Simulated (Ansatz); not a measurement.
# Optical response of SnSe2

Wanted: where SnSe2 starts to absorb, how strongly, and its refractive index.

Main program and level: Ansatz 0.2.0; DFT, PBE, plane-wave PAW, default files, scalar-relativistic, independent-particle optical response without local fields.

### 1. Starting point

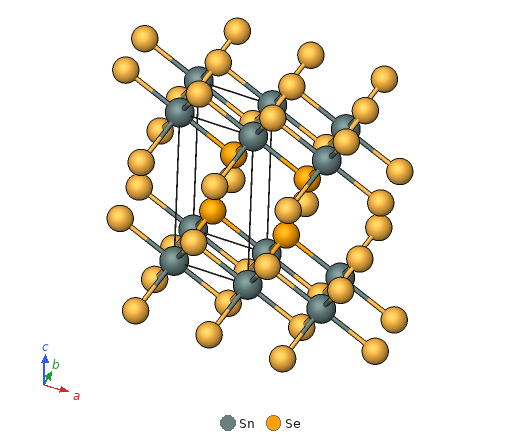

The cell as given, from a free direction (tin teal, selenium orange). 2×1×1 cells are drawn. Some periodic images of atoms are drawn too.

### 2. Ground state and bands

The self-consistent density comes first; it also tells whether there is a gap, which decides the occupations and the need for a Drude term.

This step: DFT, PBE, plane-wave PAW, default files, scalar-relativistic, ground state (Ansatz 0.2.0).

input.yaml

```yaml
crystal:
  lattice:
    - [3.811, 0.0, 0.0]
    - [-1.9055, 3.3004228138, 0.0]
    - [0.0, 0.0, 6.136]
  atoms:
    - { symbol: Sn, position: [0.0, 0.0, 0.0] }
    - { symbol: Se, position: [0.6666666667, 0.3333333333, 0.751] }
    - { symbol: Se, position: [0.3333333333, 0.6666666667, 0.249] }
kpoints:
  mp_grid: { grid: [7, 7, 4] }
  band_path:
    path:
      - [[0.0, 0.0, 0.0], [0.5, 0.0, 0.0], [0.33333333, 0.33333333, 0.0], [0.0, 0.0, 0.0], [0.0, 0.0, 0.5], [0.5, 0.0, 0.5], [0.33333333, 0.33333333, 0.5], [0.0, 0.0, 0.5]]
      - [[0.5, 0.0, 0.5], [0.5, 0.0, 0.0]]
      - [[0.33333333, 0.33333333, 0.0], [0.33333333, 0.33333333, 0.5]]
    npoints: 6
scf:
  occupations: { method: fermi_dirac, width: 0.05 }
  n_extra_bands: 7
hamiltonian:
  xc: pbe
  pseudopotentials: { kind: paw }
output:
  forces: true
  stress: true
  populations: true
  write_bands: true
  write_density: true
  write_potential: true
  elf: true
  volumetric_format: npy
```

Launch:

```
ansatz run input.yaml --threads 4 --pin off --max-ram 8192MiB --backend cpu --events-out ev --progress --plain --runs-dir out
```

Numbers of over 12 decimals in the logs are rounded to 6 here.

The program printed:

```text
scf.n_extra_bands = 7 over 23 filled bands (N_el = 46.0): the run solves 30 bands
Engine: ansatz 0.2.0, x86_64-unknown-linux-gnu
Pseudopotentials: kind: paw
Pseudopotential: Sn, paw, valence charge 14, recommended cutoff 420 eV (normal), Sn.paw.azcp
Pseudopotential: Se, paw, valence charge 16, recommended cutoff 420 eV (normal), Se.paw.azcp
Functional definition: PBE
  parameter kappa = 0.804
  parameter beta = 0.066725
  exchange = pbe_x(kappa = kappa, mu = beta*pi^2/3)
  correlation = pbe_c(beta = beta)
Crystal: 3 atoms, lattice volume = 77.178 Å³
Basis set: ecut = 420 eV, 1485 PW (Γ), exchange–correlation on 54×54×90 points (8 copies of the dense FFT grid, shifted against one another)
Bands: 30, of which v1, the nominal top of the filled ones, is band 23 counted from 1 (22 counted from 0)
Symmetry: 12 space group operations
Space group: P-3m1 (ITA 164), of the structure as read, at distance tolerance 4.3e-5 Å
k-points: 28 of 196
Non-local potential: Sn, projectors of the file, l = 0: 2, l = 1: 2, l = 2: 2, l = 3: 2
Non-local potential: Se, projectors of the file, l = 0: 2, l = 1: 2, l = 2: 3, l = 3: 1
PAW form: soft (Blöchl's): semilocal exchange-correlation on the pseudo side does not see the compensation charge
PAW one-centre angular grid: Sn, 590 points (default); XC on 64 Gauss nodes
PAW one-centre angular grid: Se, 590 points (default); XC on 64 Gauss nodes
Initial density: superposition of atomic densities (neutral atoms: chi_scale 0, normalization atom), corrected by the library's trained network
Initial wavefunctions: pseudopotential atomic-orbital guess
Functional: x = pbe(κ = 0.804, μ = 0.219515), c = pbe(β = 0.066725)
SCF iter   1: F=—  HF=-16963.271518 eV  |F-HF|=—  |Δ(HF+E_count)|=         —  Δρ=1.56e-3  dr2=2.85e-3  ethr=1.77e-3  ⟨swp⟩=6.2  Hψ=3732  notcnv=0  defer=4
preconditioner: auto → Resta (q_TF=auto, 2.503 Å⁻¹)  ε∞=2.5  [insulator: Δε(μ)=0.833 eV  Ē_g=17.449 eV  σ=0.050 eV  W_gap=1.00  n_scr=22 (ndim 8)  ℏωp=21.6 eV  f_vac=0.080  D(μ)=0.00/eV (n_scr^D=0)  ε∞_Penn≈2.5]
SCF iter   2: F=—  HF=-16963.270254 eV  |F-HF|=—  |Δ(HF+E_count)|=   1.26e-3  Δρ=7.06e-4  dr2=2.35e-4  ethr=6.19e-6  ⟨swp⟩=2.8  Hψ=1707  notcnv=0  defer=39
SCF iter   3: F=—  HF=-16963.270337 eV  |F-HF|=—  |Δ(HF+E_count)|=   8.33e-5  Δρ=3.63e-4  dr2=5.33e-5  ethr=5.12e-7  ⟨swp⟩=2.0  Hψ=1424  notcnv=0  defer=39
SCF iter   4: F=—  HF=-16963.270381 eV  |F-HF|=—  |Δ(HF+E_count)|=   4.40e-5  Δρ=8.76e-5  dr2=3.84e-6  ethr=1.16e-7  ⟨swp⟩=2.0  Hψ=1007  notcnv=0  defer=39
SCF iter   5: F=—  HF=-16963.270385 eV  |F-HF|=—  |Δ(HF+E_count)|=   4.10e-6  Δρ=1.71e-5  dr2=2.33e-7  ethr=8.34e-9  ⟨swp⟩=3.0  Hψ=1307  notcnv=0  defer=39
SCF iter   6: F=-16963.270385 eV  HF=-16963.270385 eV  |F-HF|=2.36e-8  |Δ(HF+E_count)|=   2.92e-7  Δρ=5.35e-6  dr2=2.66e-8  ethr=2.17e-10  ⟨swp⟩=12.5  Hψ=6678  notcnv=0
SCF 1 converged in 6 iterations: F = -16963.270385 eV  dr2 = 2.66e-8
  greatest PAW one-centre occupation: 1.000 electrons in one spin orbital (limit 2), on the Se atom at site 2 (counted from 0), in its partial waves of l = 2
NSCF: frozen V_eff on 57 k-points
SCF converged after 6 iterations
Free energy (F): -16963.270385 eV
Harris-Foulkes:  -16963.270385 eV  (|F-HF|=2.36e-8)
Internal energy: -16963.270361 eV  (E = F + TS)
E sigma→0 (E₀):  -16963.270373 eV
Entropy (-TS):   -0.000024 eV (-0.008 meV/atom)
Fermi energy:    8.525652 eV
--- Per-component energies (eV) ---
  E_band       = -857.711875
  E_kinetic    = 426.748278
  E_local      = -6101.138427  (includes V_loc(G=0)·N_el)
  E_nonlocal   = -1222.494129
  E_hartree    = 3128.185288
  E_xc         = -590.531946
  E_vxc        = -292.290585  (∫ρ·V_xc dr)
  E_paw        = -7963.843581  (= ΣΔE_a)
  E_vpaw       = 75.096515  (= ΣTr[D̂ρ^β])
  E_aug_tail   = -0.001222  (compensation charges beyond the density's cutoff)
  E_ewald      = -4640.194622
  E_smearing   = -0.000024  (= −TS)
  E_closure    = 0.000000  (closes the sum)
  Σ components = -16963.270385   (vs F -16963.270385, Δ=0.00e0)
--- Forces (eV/Å), atoms counted from 1 ---
  atom   1  Sn     0.00000000     0.00000000     0.00000000
  atom   2  Se    -0.00000000    -0.00000000    -0.78568796
  atom   3  Se     0.00000000     0.00000000     0.78568796
  max |Σ_I F_I| component: 2.65e-31 eV/Å
--- Stress (GPa, compression-positive) ---
        5.056487      -0.000000      -0.000000
        0.000000       5.056487       0.000000
       -0.000000       0.000000       6.524640
  P = ⅓ Tr σ = 5.5459 GPa (55.459 kbar)
--- Band table (eV; the first three rows and the last of 28) ---
  k-point 0: bands = [... 19 lower, 7.4156, 7.7213, 7.7213, 8.1061, 9.2097, 11.0659, 12.7591, 12.7591, ... 3 higher]
  k-point 1: bands = [... 19 lower, 7.3627, 7.3627, 7.8049, 7.8049, 10.0605, 11.0714, 12.6201, 12.6201, ... 3 higher]
  k-point 2: bands = [... 19 lower, 7.3250, 7.3250, 7.8743, 7.8743, 10.5656, 11.0372, 12.4888, 12.4888, ... 3 higher]
  k-point 27: bands = [... 19 lower, 4.0827, 4.7682, 7.5822, 7.7661, 10.5557, 12.6995, 13.2128, 14.3519, ... 3 higher]
--- Löwdin populations: 3 sites ---
  site symbol       q [e]
     0     Sn     13.3432
     1     Se     16.2630
     2     Se     16.2630
  spilling = 0.002842 (of n_electrons = 46.000000)
```

Wall time 0.77 s (4 threads of AMD EPYC 9R45, shared host); peak memory 0.49 GiB.

Read-outs, printed or worked out from the files:

- free energy: -16963.2704 eV
- Fermi energy: 8.526 eV
- gap by band count: 0.8143 eV
- electrons: 46
- symmetry operations: 12
- pressure: 5.546 GPa
- volume: 77.18 Å³
- gap on the path: 0.7342 eV
- least direct gap on the path: 1.104 eV

There is a gap, 0.73 eV on the path, so no carriers' term is needed. The cell is left with a pressure of 5.5 GPa and forces up to 0.79 eV/Å, as it stands unrelaxed at this level.

Electronic bands along the path, in eV, zero at the Fermi level; v1 is the highest filled band, c1 the lowest empty one:

| point | v4 | v3 | v2 | v1 | c1 | c2 | c3 | c4 |
| --- | --- | --- | --- | --- | --- | --- | --- | --- |
| Γ | -1.11 | -0.80 | -0.80 | -0.42 | 0.68 | 2.54 | 4.23 | 4.23 |
| M | -3.32 | -3.09 | -1.61 | -0.72 | 0.74 | 3.39 | 5.04 | 5.08 |
| K | -4.12 | -3.76 | -1.94 | -1.94 | 1.02 | 6.25 | 6.25 | 6.82 |
| Γ | -1.11 | -0.80 | -0.80 | -0.42 | 0.68 | 2.54 | 4.23 | 4.23 |
| A | -1.20 | -1.20 | -0.65 | -0.65 | 2.04 | 2.51 | 3.96 | 3.96 |
| L | -2.92 | -2.40 | -1.25 | -1.11 | 0.46 | 3.86 | 4.44 | 5.43 |
| H | -4.62 | -4.13 | -0.78 | -0.78 | 2.14 | 4.34 | 4.34 | 5.84 |
| A | -1.20 | -1.20 | -0.65 | -0.65 | 2.04 | 2.51 | 3.96 | 3.96 |
| jump to L | -2.92 | -2.40 | -1.25 | -1.11 | 0.46 | 3.86 | 4.44 | 5.43 |
| M | -3.32 | -3.09 | -1.61 | -0.72 | 0.74 | 3.39 | 5.04 | 5.08 |
| jump to K | -4.12 | -3.76 | -1.94 | -1.94 | 1.02 | 6.25 | 6.25 | 6.82 |
| H | -4.62 | -4.13 | -0.78 | -0.78 | 2.14 | 4.34 | 4.34 | 5.84 |

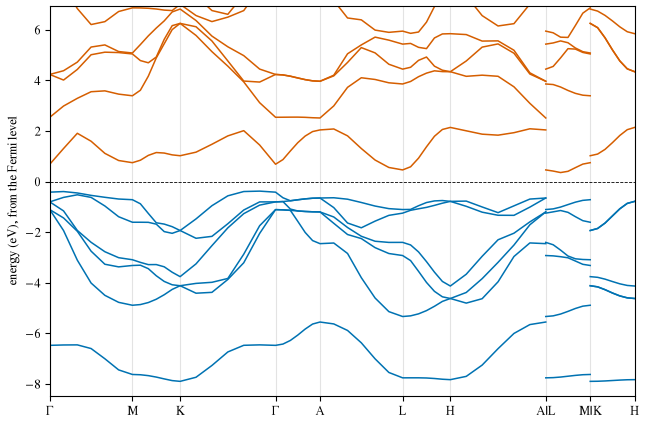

Electronic bands along the path; lines of filled and empty bands in two colours.

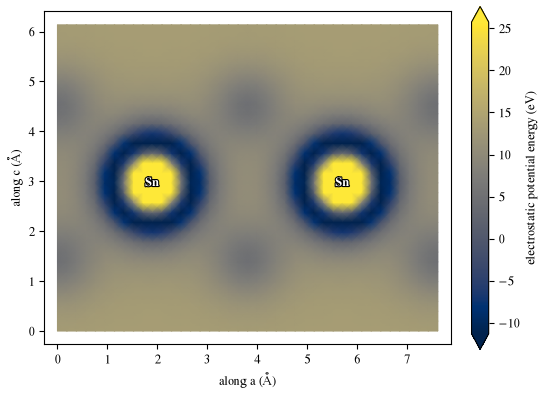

Electrostatic potential energy in the ac plane at fractional y = 0.000, with atoms of Sn within 0.2 Å of it. With pseudopotentials it is smooth inside the atoms' cores, unlike the true potential. The map starts off the cell's origin, so that atoms lie inside it.

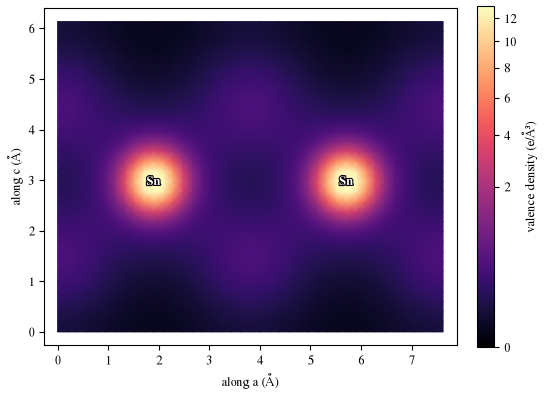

Valence density in the ac plane at fractional y = 0.000, with atoms of Sn within 0.2 Å of it. It is the smooth field of the valence electrons, not physical close to the nuclei. The map starts off the cell's origin, so that atoms lie inside it. The colour scale is stretched toward low values.

### 3. Spectrum

The spectrum is a sum over vertical transitions between filled and empty bands at the fixed density, so many empty bands are needed.

This step: DFT, PBE, plane-wave PAW, default files, scalar-relativistic, independent-particle optical response without local fields (Ansatz 0.2.0).

input.yaml, the sections that differ from step 2:

```yaml
kpoints:
  mp_grid: { grid: [7, 7, 4] }
scf:
  occupations: { method: fixed }
output:
  optics:
    e_range: [0, 20]
    de: 0.05
    sigma: 0.1
    nscf_kmesh: { grid: [9, 9, 4] }
    bands: { spectra_wanted_up_to: 20 }
# crystal, hamiltonian: as in step 2
```

The program printed:

```text
[...]
Crystal: 3 atoms, lattice volume = 77.178 Å³
Basis set: ecut = 420 eV, 1485 PW (Γ)
Bands: 28, of which v1, the nominal top of the filled ones, is band 23 counted from 1 (22 counted from 0)
Symmetry: 12 space group operations
[...]
k-points: 28 of 196
[...]
SCF iter   1: F=—  HF=-16963.271566 eV  |F-HF|=—  |Δ(HF+E_count)|=         —  Δρ=1.54e-3  dr2=2.70e-3  ethr=1.77e-3  ⟨swp⟩=5.0  Hψ=2861  notcnv=0  defer=82
[...]
SCF iter   9: F=-16963.270390 eV  HF=-16963.270390 eV  |F-HF|=0.00e0  |Δ(HF+E_count)|=  9.46e-11  Δρ=3.94e-8  dr2=1.03e-12  ethr=1.00e-12  ⟨swp⟩=8.5  Hψ=3409  notcnv=0
SCF 1 converged in 9 iterations: F = -16963.270390 eV  dr2 = 1.03e-12
[...]
NSCF: frozen V_eff on 43 k-points
[...]
output.optics: what the bands over the 61 summed would add to eps1, eps2 and the energy-loss function is held between a lower and an upper bound (7 Lanczos steps). eps1, eps2 and their loss function (loss_summed_bands) are given on every row as the summed bands alone make them. Along an axis, on a row where the two bounds hold the loss function to about 1 % of the greater of itself and 0.5 % of |1/eps|, its cell (loss_completed) is given, with the completed eps1 and eps2 that it is formed of (a cell that is left empty reads nan in the table and null in the record). The two bounds hold it so along every axis on all 401 rows up to 20.000 eV. [rest of the remark cut]
SCF converged after 9 iterations
Free energy (F): -16963.270390 eV
[...]
Internal energy: -16963.270390 eV  (E = F + TS)
E sigma→0 (E₀):  -16963.270390 eV
Fermi energy:    8.106149 eV
[...]
--- Band table (eV; the first three rows and the last of 28) ---
  k-point 0: bands = [... 19 lower, 7.4156, 7.7214, 7.7214, 8.1061, 9.2098, 11.0660, 12.7591, 12.7591, ... 1 higher]
  k-point 1: bands = [... 19 lower, 7.3628, 7.3628, 7.8049, 7.8049, 10.0606, 11.0715, 12.6202, 12.6202, ... 1 higher]
  k-point 2: bands = [... 19 lower, 7.3251, 7.3251, 7.8743, 7.8743, 10.5656, 11.0373, 12.4888, 12.4888, ... 1 higher]
  k-point 27: bands = [... 19 lower, 4.0827, 4.7682, 7.5822, 7.7661, 10.5558, 12.6996, 13.2128, 14.3520, ... 1 higher]
```

The job ended after 27 s (4 threads; peak memory 1.1 GiB).

Numbers from this step:

```
electronic dielectric constant ε∞, mean over x, y and z (by symmetry where fewer were run)                                                          : 11.51
absorption onset, first axis (α over 10⁴ cm⁻¹, or the direct gap if that lies higher)                                                               : 1.275 eV
main peak of Im epsilon, first axis                                                                                                                 : 3.867 eV
centre of weight of the strongest loss peak in the window                                                                                           : 17.44 eV
photocurrent from vertical transitions in a film 500 nm thick on a perfect mirror (two passes), AM1.5G, no front reflection, all carriers collected : 37.62 mA/cm²
least direct gap on the mesh                                                                                                                        : 1.104 eV
bands summed                                                                                                                                        : 61
spectra valid up to                                                                                                                                 : 29.35 eV
program's estimate of the k-sum error in Im epsilon                                                                                                 : 0.08 %
electrons in the f-sum                                                                                                                              : 22.38
```

The Im ε has structure finer than the step of the table below, so its rows give means over 1 eV, whole bins alone (the curve runs from 0 to 20 eV). Peaks (eV: height): E ∥ x or y 3.9: 19.1, 5.0: 17.4, 8.4: 5.70; E ∥ z 1.8: 10.2, 5.2: 17.9, 5.8: 18.1, 8.4: 6.05.

The Im ε by photon energy; means over each step:

| photon energy (eV) | E ∥ x or y | E ∥ z |
| --- | --- | --- |
| 1 | 0.390 | 0.852 |
| 2 | 5.14 | 9.08 |
| 3 | 9.32 | 4.17 |
| 4 | 16.8 | 5.44 |
| 5 | 14.7 | 14.6 |
| 6 | 8.34 | 13.1 |
| 7 | 4.16 | 5.20 |
| 8 | 3.69 | 4.26 |
| 9 | 3.68 | 4.58 |
| 10 | 2.13 | 2.72 |
| 11 | 1.54 | 1.48 |
| 12 | 1.07 | 1.21 |
| 13 | 0.941 | 0.788 |
| 14 | 0.791 | 0.616 |
| 15 | 0.485 | 0.420 |
| 16 | 0.368 | 0.379 |
| 17 | 0.298 | 0.322 |
| 18 | 0.268 | 0.281 |
| 19 | 0.210 | 0.212 |

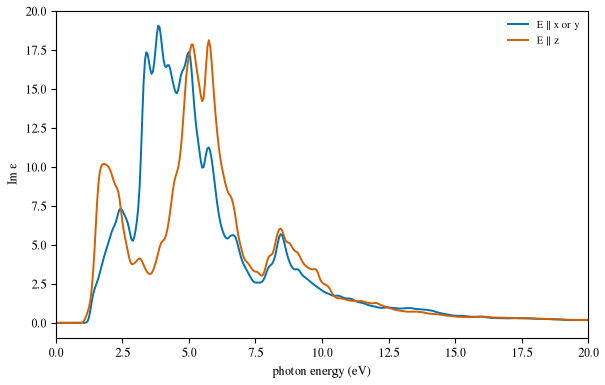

Im ε against photon energy.

The Re ε by photon energy:

| photon energy (eV) | E ∥ x or y | E ∥ z |
| --- | --- | --- |
| 0 | 11.7 | 11.1 |
| 2 | 15.0 | 9.24 |
| 4 | 5.37 | 10.8 |
| 6 | -6.02 | -5.31 |
| 8 | -0.298 | -0.0507 |
| 10 | -2.06 | -2.79 |
| 12 | -1.08 | -1.27 |
| 14 | -0.628 | -0.656 |
| 16 | -0.186 | -0.120 |
| 18 | 0.127 | 0.117 |
| 20 | 0.349 | 0.357 |

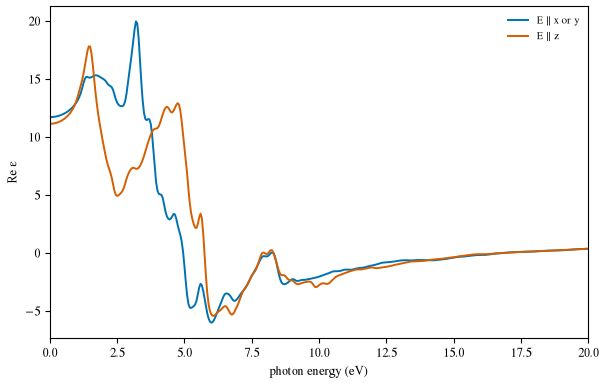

Re ε against photon energy.

The reflectivity at normal incidence has structure finer than the step of the table below, so its rows give means over 1 eV, whole bins alone (the curve runs from 0 to 20 eV). Peaks (eV: height): E ∥ x or y 5.2: 55.7, 6.1: 59.2, 10.0: 49.7, 14.8: 45.1; E ∥ z 1.6: 40.1, 6.8: 58.8, 10.4: 58.6.

Reflectivity at normal incidence against photon energy; means over each step:

| photon energy (eV) | E ∥ x or y (%) | E ∥ z (%) |
| --- | --- | --- |
| 1 | 32.5 | 33.2 |
| 2 | 36.3 | 36.1 |
| 3 | 39.8 | 24.7 |
| 4 | 46.5 | 31.9 |
| 5 | 51.2 | 44.2 |
| 6 | 54.9 | 53.5 |
| 7 | 53.0 | 54.0 |
| 8 | 32.7 | 32.8 |
| 9 | 46.7 | 44.8 |
| 10 | 48.9 | 52.9 |
| 11 | 46.5 | 51.8 |
| 12 | 45.4 | 48.3 |
| 13 | 38.2 | 49.5 |
| 14 | 39.6 | 45.9 |
| 15 | 42.4 | 43.4 |
| 16 | 35.5 | 30.9 |
| 17 | 24.5 | 23.2 |
| 18 | 16.8 | 16.9 |
| 19 | 11.5 | 11.4 |

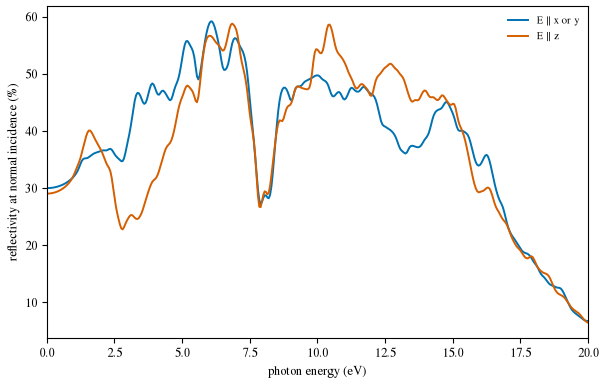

Reflectivity at normal incidence, plotted against photon energy.

Refractive index n and extinction k against photon energy:

| photon energy (eV) | n, E ∥ x or y | k, E ∥ x or y | n, E ∥ z | k, E ∥ z |
| --- | --- | --- | --- | --- |
| 0.0 | 3.42 | 0 | 3.34 | 0 |
| 2.5 | 3.73 | 0.966 | 2.56 | 1.28 |
| 5.0 | 2.86 | 3.04 | 3.78 | 2.26 |
| 7.5 | 0.798 | 1.62 | 0.964 | 1.70 |
| 10.0 | 0.659 | 1.58 | 0.715 | 1.82 |
| 12.5 | 0.481 | 1.03 | 0.412 | 1.17 |
| 15.0 | 0.323 | 0.718 | 0.298 | 0.689 |
| 17.5 | 0.441 | 0.334 | 0.448 | 0.343 |
| 20.0 | 0.611 | 0.156 | 0.616 | 0.149 |

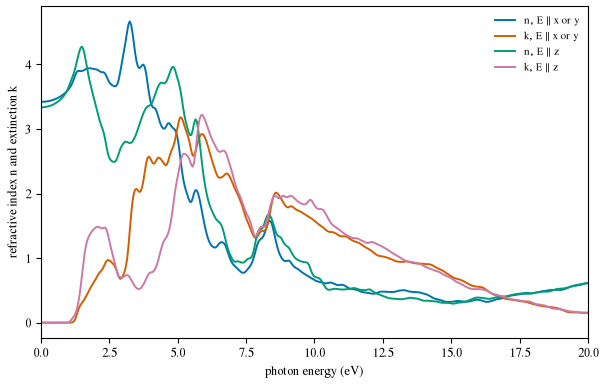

Refractive index n and extinction k against photon energy.

Values under 1 per cm are given as 1. The absorption coefficient by photon energy:

| photon energy (eV) | E ∥ x or y (1/cm) | E ∥ z (1/cm) |
| --- | --- | --- |
| 0.00 | 1 | 1 |
| 1.00 | 1 | 417 |
| 2.00 | 1.4e5 | 3.0e5 |
| 3.00 | 2.2e5 | 2.1e5 |
| 4.00 | 1.0e6 | 3.1e5 |
| 5.00 | 1.5e6 | 1.1e6 |
| 6.00 | 1.7e6 | 1.9e6 |
| 7.00 | 1.5e6 | 1.6e6 |
| 8.00 | 1.1e6 | 1.2e6 |
| 9.00 | 1.6e6 | 1.8e6 |
| 10.00 | 1.6e6 | 1.8e6 |
| 11.00 | 1.5e6 | 1.6e6 |
| 12.00 | 1.4e6 | 1.5e6 |
| 13.00 | 1.3e6 | 1.4e6 |
| 14.00 | 1.3e6 | 1.2e6 |
| 15.00 | 1.1e6 | 1.0e6 |
| 16.00 | 9.0e5 | 8.4e5 |
| 17.00 | 6.3e5 | 6.7e5 |
| 18.00 | 5.3e5 | 5.5e5 |
| 19.00 | 4.0e5 | 4.0e5 |
| 20.00 | 3.2e5 | 3.0e5 |

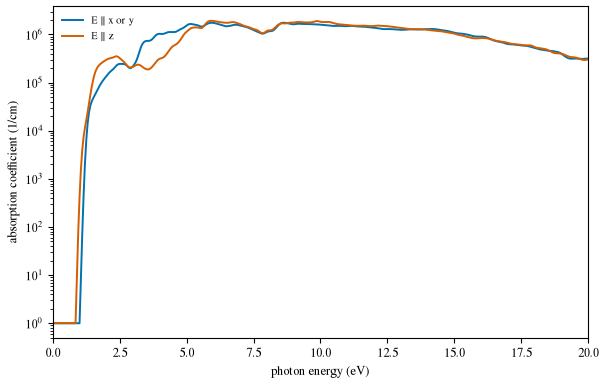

Absorption coefficient against photon energy.

At chosen wavelengths:

| wavelength (nm) | n xy | k xy | R (%) xy | 1/α xy | n z | k z | R (%) z | 1/α z |
| --- | --- | --- | --- | --- | --- | --- | --- | --- |
| 1550 | 3.53 | 0.000 | 31.2 | over 1 mm | 3.49 | 0.000 | 30.8 | over 1 mm |
| 1064 | 3.73 | 0.008 | 33.3 | 11 µm | 3.82 | 0.073 | 34.2 | 1.2 µm |
| 800 | 3.91 | 0.332 | 35.4 | 191 nm | 4.24 | 0.903 | 40.0 | 70 nm |
| 532 | 3.87 | 0.897 | 36.8 | 47 nm | 2.88 | 1.473 | 33.1 | 29 nm |
| 365 | 4.34 | 1.995 | 46.6 | 15 nm | 2.84 | 0.591 | 24.7 | 49 nm |
| 308 | 3.41 | 2.526 | 47.2 | 9.7 nm | 3.38 | 0.778 | 31.7 | 32 nm |
| 248 | 2.86 | 3.040 | 52.6 | 6.5 nm | 3.78 | 2.256 | 45.9 | 8.7 nm |

Rows near the edge hang on the gap, which this functional as a rule makes too small, and phonon-assisted absorption is left out.

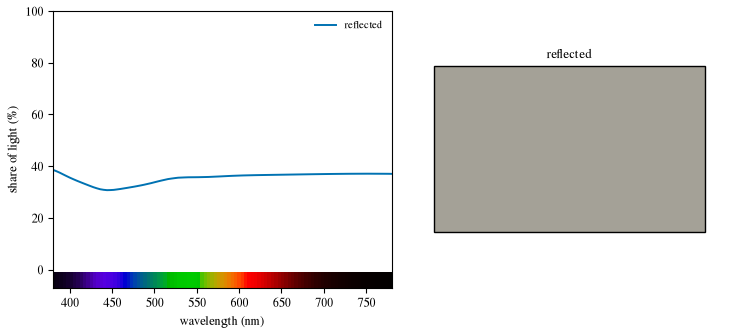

Light reflected across the visible range, with the colour that it makes of daylight (sRGB).

In reflection the computed colour is grey: x = 0.324, y = 0.343, luminous reflectivity 36 %.

The f-sum over the summed bands holds 22.4 of the cell's 46 electrons outside the frozen cores, 34 of which lie in bands more than 12 eV below the Fermi level, whose transitions come at higher energies. Up to 20 eV the strength has a mean oscillator energy of 5.1 eV, well above the main peak, so higher transitions carry much of it.

(Continued in part 2 of 2.)

[Logs are printed without paths, hosts, clocks, repeated set-up lines and the standing remarks that a program may print on its own settings, such as how far it seeks lower states.]

[Hosts, paths, dates, database ids (printed as entryN), source tags and the programs' standing remarks are cut or masked in the printed files.]
